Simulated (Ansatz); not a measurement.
Run report: GaH₅S, nudged elastic band (part 2 of 2)

GaH₅S; RKS PBE0/def2-SVP (Ansatz 0.2.0). The run did not end well. One setting was made poor on purpose. It belongs to a series of runs on one base structure; here: band between the two ends.

Geometry of the input (Å):
```
Ga -0.7565  -0.3420  0.2352
S  -0.8346  1.6149  -0.7895
H  -1.1808  -1.5593  -0.6449
H  -0.3640  -0.3706  1.7475
H  1.7548  -0.5083  -0.6024
H  1.8133  -1.1697  -0.2261
H  -0.4320  2.3349  0.2802
```

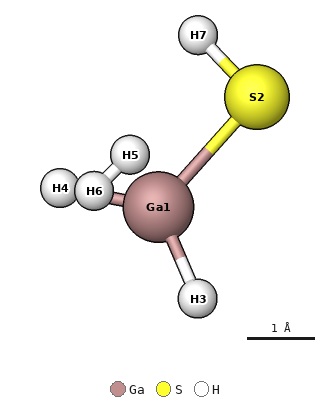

*The input geometry (ball-and-stick view, seen at an oblique angle; atoms are numbered from 1 in the order of the input). Sticks mark near contacts.*

```
Unfinished report: {"positions_ang":[[-0.41387078843857483,-0.7480697366965472,0.3013302283257856],[-0.23940304627094935,1.3660308608172702,-0.9117125200061414],[-1.1320430919409141,-1.7631662371480044,-0.6342855451553063],[-0.5338708799093844,-0.44198812816862,1.8234683945439745],[0.9035505002960142,0.210929132507186,-0.5927214182967687],[1.2526485232932496,-0.6868574664102082,-0.16102905431822453],[0.1630907829705585,2.0630205750989234,0.17494991490668116]],"unchecked":["starts","cluster_reference","orbital_swaps","neighbouring_geometries","increment"],"mean_field":{"relativity":"none","state":{"energy":{"ev":-63272.69362714067,"hartree":-2325.228603025305},"converged":true,"gradient_ev":0.00002431356248240348,"stability":{"kind":"minimum","curvature_ev":29.15461262848885},"curvature_floor_ev":0.00030000000000000003,"spin_squared":1.7763568394002505e-14},"others":[],"fillings":{"estimated":0,"unestimated":0,"tried":0,"untried":0,"excluded_magnetic_sites":0},"n_dropped_functions":0,"n_trapped_functions":0,"passes":{"evaluations":4,"products":22},"factors":{"origin":"Cholesky decomposition","count":780,"bound_ev":0.0010641779149040788},"gradient_stop_ev":0.00009,"reference_kind":"stationary","functional":{"name":"PBE0","citations":["Adamo & Barone, J. Chem. Phys. 110, 6158 (1999) doi:10.1063/1.478522","Perdew, Burke & Ernzerhof, Phys. Rev. Lett. 77, 3865 (1996) doi:10.1103/PhysRevLett.77.3865"],"text":"name \"PBE0\"\ncite \"Adamo & Barone, J. Chem. Phys. 110, 6158 (1999) doi:10.1063/1.478522\"\ncite \"Perdew, Burke & Ernzerhof, Phys. Rev. Lett. 77, 3865 (1996) doi:10.1103/PhysRevLett.77.3865\"\nparent pbe\nparameter a = 0.25\nparameter kappa = 0.804\nparameter beta = 0.06672455060314922\nexchange = (1 - a)*pbe_x(kappa = kappa, mu = beta*pi^2/3) + a*exact_x\ncorrelation = pbe_c(beta = beta)\n","parameters":{"a":{"value":0.25,"default":0.25},"beta":{"value":0.06672455060314922,"default":0.06672455060314922},"kappa":{"value":0.804,"default":0.804}},"final_grid":{"core_spheres":13.0,"valence_spheres":11.0,"degree":36.0},"final_grid_parameter_source":"default","radial_points_factor":1.0,"radial_grid_error_ev":3.235511906987185e-7,"grid_sensitivity":"normal","grid_sensitivity_ratio":0.001870803151768979},"unsmoothed_excess_ev":-0.00002706355165692313,"symmetry":{"irreps":["A"],"axes":[[0.9998312345409865,-0.015863090977733734,0.009266325101099726],[0.015902703283022745,0.999864651569544,-0.004216938463693287],[-0.009198177240044127,0.004363586408744645,0.9999481749816408]],"occupied":[{"A":26},{"A":26}]},"held":{"pivots":779,"left_out":0,"joined":1},"density_repulsion":{"missed_ev":8.230923444354957e-6,"excess_ev":0.0,"most_excess_ev":0.0001404,"are_drawn_again":false,"n_first_factors":780,"energy_change_ev":0.0,"n_dropped_ends":0}},"factors":{"origin":"Cholesky decomposition","count":780,"bound_ev":0.0010641779149040788},"n_frozen":0,"n_occupied":[26,26],"n_virtual":[49,49],"reference":{"ev":-63272.69362714067,"hartree":-2325.228603025305},"total":{"ev":-63272.69362714067,"hartree":-2325.228603025305},"forces_ev_per_angstrom":[[-0.22543916011812493,-0.018488965321911292,0.10156760197057328],[-0.18207908586371305,0.3054390147720924,-0.10253814625740944],[0.049601718501908997,0.008163140328591955,0.001587434929504479],[0.047278504691640286,-0.04400432081358027,-0.005581039466507804],[0.1671656231049868,-0.07679522120572291,-0.012498480297067065],[0.17614876473435453,-0.17671160562960322,0.0407566848645715],[-0.03267636502896009,0.002397957875390412,-0.023294055741051027]],"charge_distribution":{"dipole_moment_e_ang":[0.12103020718121656,0.037948818011492504,0.17151159532335636],"mulliken_charges_e":[0.25046091664047054,-0.24283060096122,-0.07268995501455788,-0.08472540300250375,0.15252164435385662,-0.11265800045875252,0.10992139844273918],"lowdin_charges_e":[-0.1967896210698754,0.20366125122812662,-0.05610001766458006,-0.06301678479000095,0.10381296394160733,0.004946278084522526,0.0034859302702561212]},"n_threads":2,"memory_gib":2.556818182580173,"seconds":{"hamiltonian":2.437049954,"orbitals":0.0,"second_order":0.0,"solver_start":0.0,"cycles":0.0,"cycle":0.0,"perturbative":0.0,"full_ci_increment":0.0,"forces":0.0}}
this run last wrote the band of iteration 6 to [file]
Error: NEB band did not converge after 6 iterations: max|band force component| = 2.92e-1 eV/Å (threshold 5.0e-2); raise `neb.max_iterations` in a new run, which can start from the last band evaluated (`neb.initial_path`, with `crystal.atoms` and `neb.final_atoms` set to its first and last images), add images, or start from endpoints closer to local minima. Where this run's directory can be resumed (`checkpoint.write`), a resume goes on for up to `neb.max_iterations` more; to start a new run from the last band, take its images' positions from the `neb_iteration` event of iteration 6 (`data.images[].positions_ang`), in the event stream of the run that computed that iteration (not this run's, if it was resumed behind it). With `checkpoint.write`, `steps/00-neb/state/checkpoint.json` in the run directory holds the last saved band, under `neb.evaluated.images[].positions_ang` (a band under a hybrid functional on support functions is neither saved nor resumed: `neb.initial_path` says where its path is): check the last entry of `neb.iterations` there, which is earlier than 6 if that iteration was not saved or its write failed. If the band's step has no `state` directory and holds `state.next`, a write was cut short, and the file is under `state.next` instead (behind a loss of power it can be under `state.prev`)
this run wrote the band of iteration 6 to [file] as well, whether or not its events were kept: a new run's `neb.initial_path` can list its `images[].positions_ang`
a run's events are kept only if it was started with --events-out <file>, and are in that file
```

The last band as extended XYZ (Å, eV, eV/Å):
```
7
Properties=species:S:1:pos:R:3:forces:R:3 image=0 energy=-63273.70441
Ga   -0.7565   -0.3420    0.2352   -0.0050  -0.0011  -0.0049
S    -0.8346    1.6149   -0.7895    0.0059   0.0008  -0.0001
H    -1.1808   -1.5593   -0.6449   -0.0012   0.0012   0.0037
H    -0.3640   -0.3706    1.7475    0.0050  -0.0006  -0.0010
H     1.7548   -0.5083   -0.6024    0.0020  -0.0003  -0.0003
H     1.8133   -1.1697   -0.2261   -0.0011   0.0001   0.0014
H    -0.4320    2.3349    0.2802   -0.0056   0.0000   0.0012
7
Properties=species:S:1:pos:R:3:forces:R:3 image=1 energy=-63273.69274
Ga   -0.7381   -0.3955    0.2325   -0.0072   0.0077   0.0019
S    -0.7525    1.5594   -0.8101   -0.0080   0.0046   0.0023
H    -1.1865   -1.6142   -0.6343   -0.0107   0.0132  -0.0022
H    -0.3743   -0.4224    1.7524    0.0076   0.0072  -0.0045
H     1.5804   -0.3566   -0.5584    0.0353  -0.0267  -0.0044
H     1.7302   -1.0259   -0.2196    0.0204  -0.0227  -0.0002
H    -0.2590    2.2550    0.2375   -0.0374   0.0167   0.0072
7
Properties=species:S:1:pos:R:3:forces:R:3 image=2 energy=-63273.64092
Ga   -0.7113   -0.4417    0.2326   -0.0388   0.0411  -0.0022
S    -0.6874    1.5199   -0.8222   -0.0590   0.0170   0.0136
H    -1.1395   -1.6723   -0.6289   -0.0330   0.0384  -0.0057
H    -0.4078   -0.4580    1.7668    0.0242   0.0115  -0.0170
H     1.4025   -0.2280   -0.5336    0.1163  -0.0821  -0.0016
H     1.6178   -0.8894   -0.2066    0.0779  -0.0660   0.0033
H    -0.0742    2.1694    0.1921   -0.0876   0.0402   0.0096
7
Properties=species:S:1:pos:R:3:forces:R:3 image=3 energy=-63273.49556
Ga   -0.6532   -0.4999    0.2357   -0.2251   0.1673  -0.0215
S    -0.5729    1.4740   -0.8459   -0.2676   0.1348   0.0330
H    -1.0917   -1.7310   -0.6224    0.0090   0.0695   0.0033
H    -0.4451   -0.4715    1.7856    0.0598  -0.0157  -0.0310
H     1.2207   -0.1053   -0.5232    0.2849  -0.1923   0.0050
H     1.4736   -0.7644   -0.1987    0.2504  -0.1988   0.0318
H     0.0689    2.0979    0.1690   -0.1113   0.0352  -0.0207
7
Properties=species:S:1:pos:R:3:forces:R:3 image=4 energy=-63273.11108
Ga   -0.5482   -0.6049    0.2572   -0.5485   0.4857  -0.0510
S    -0.3953    1.4144   -0.8840   -0.6230   0.3283  -0.0058
H    -1.0952   -1.7700   -0.6237    0.1305   0.0286   0.0024
H    -0.4866   -0.4628    1.8116    0.1306  -0.0807  -0.0511
H     1.0534    0.0263   -0.5364    0.5482  -0.5832   0.1476
H     1.3359   -0.6729   -0.1980    0.4301  -0.1914  -0.0236
H     0.1361    2.0697    0.1732   -0.0679   0.0127  -0.0184
7
Properties=species:S:1:pos:R:3:forces:R:3 image=5 energy=-63272.69360
Ga   -0.4139   -0.7481    0.3013   -0.2254  -0.0185   0.1016
S    -0.2394    1.3660   -0.9117   -0.1821   0.3054  -0.1025
H    -1.1320   -1.7632   -0.6343    0.0496   0.0082   0.0016
H    -0.5339   -0.4420    1.8235    0.0473  -0.0440  -0.0056
H     0.9036    0.2109   -0.5927    0.1672  -0.0768  -0.0125
H     1.2526   -0.6869   -0.1610    0.1761  -0.1767   0.0408
H     0.1631    2.0630    0.1749   -0.0327   0.0024  -0.0233
7
Properties=species:S:1:pos:R:3:forces:R:3 image=6 energy=-63272.98703
Ga   -0.3069   -0.8869    0.3554    0.1479  -0.2754   0.1080
S    -0.1926    1.3640   -0.9343    0.0832   0.1428  -0.0917
H    -1.1790   -1.7540   -0.6109   -0.0742   0.0183   0.0506
H    -0.6279   -0.4289    1.8163   -0.0809  -0.0238   0.0022
H     0.8824    0.4832   -0.7468   -0.0970   0.4753  -0.2895
H     1.2619   -0.8528   -0.0372    0.0472  -0.3727   0.2146
H     0.1623    2.0753    0.1576   -0.0264   0.0355   0.0059
7
Properties=species:S:1:pos:R:3:forces:R:3 image=7 energy=-63273.21252
Ga   -0.2716   -0.9493    0.4028    0.0449  -0.1012   0.0300
S    -0.2213    1.3484   -0.9309    0.0118  -0.0021  -0.0163
H    -1.2103   -1.7593   -0.5596   -0.0516   0.0006   0.0281
H    -0.7153   -0.4325    1.8168   -0.0539  -0.0097   0.0193
H     0.9834    0.7268   -0.9710    0.0443   0.2306  -0.1905
H     1.2879   -1.0251    0.1073    0.0174  -0.1478   0.1016
H     0.1473    2.0908    0.1347   -0.0128   0.0296   0.0279
7
Properties=species:S:1:pos:R:3:forces:R:3 image=8 energy=-63273.32935
Ga   -0.2530   -0.9868    0.4491   -0.0224  -0.0285   0.0282
S    -0.2381    1.2860   -0.8982   -0.0259  -0.0111  -0.0034
H    -1.2146   -1.7710   -0.5181   -0.0068  -0.0083   0.0061
H    -0.7884   -0.4235    1.8188   -0.0162  -0.0003   0.0027
H     1.0305    0.9734   -1.2350    0.0348   0.1145  -0.0893
H     1.3063   -1.1594    0.2639    0.0182  -0.0604   0.0438
H     0.1575    2.0811    0.1195    0.0182  -0.0059   0.0119
7
Properties=species:S:1:pos:R:3:forces:R:3 image=9 energy=-63273.36202
Ga   -0.2375   -1.0027    0.4913   -0.0264  -0.0004   0.0040
S    -0.2717    1.2798   -0.8315   -0.0058   0.0081   0.0030
H    -1.1275   -1.7959   -0.5377    0.0099  -0.0054  -0.0014
H    -0.9006   -0.4220    1.7988   -0.0018   0.0011  -0.0035
H     0.8914    1.0900   -1.4913   -0.0046   0.0073  -0.0282
H     1.3285   -1.1864    0.4514    0.0192  -0.0124   0.0138
H     0.3175    2.0372    0.1190    0.0095   0.0017   0.0123
7
Properties=species:S:1:pos:R:3:forces:R:3 image=10 energy=-63273.36878
Ga   -0.2340   -0.9874    0.5156   -0.0244  -0.0132   0.0023
S    -0.2978    1.3213   -0.7471    0.0226  -0.0084   0.0263
H    -1.0073   -1.7846   -0.6019    0.0022  -0.0048   0.0002
H    -1.0212   -0.4625    1.7766    0.0013  -0.0030   0.0006
H     0.6863    1.0631   -1.6360    0.0011   0.0062  -0.0095
H     1.3361   -1.1247    0.6027    0.0018   0.0117  -0.0040
H     0.5380    1.9747    0.0902   -0.0045   0.0116  -0.0159
```

Outcome:

- outcome: not converged
- barrier, forward (band not converged): 1.011 eV
- barrier, backward: 0.675 eV
- wall time: 2 min (CPU time 3.8 min)
- peak memory: 0.18 GiB

What went wrong:

The run did not converge: “NEB band did not converge after 6 iterations: max|band force component| = 2.92e-1 eV/Å (threshold 5.0e-2); raise `neb.max_iterations` in a new run, which can start from the last band evaluated (`neb.initial_path`, with `crystal.atoms` and `neb.final_atoms` set to its first and last images), add images, or start from endpoints closer to local minima …” Its last values are not results. A deliberately poor setting: few iterations.
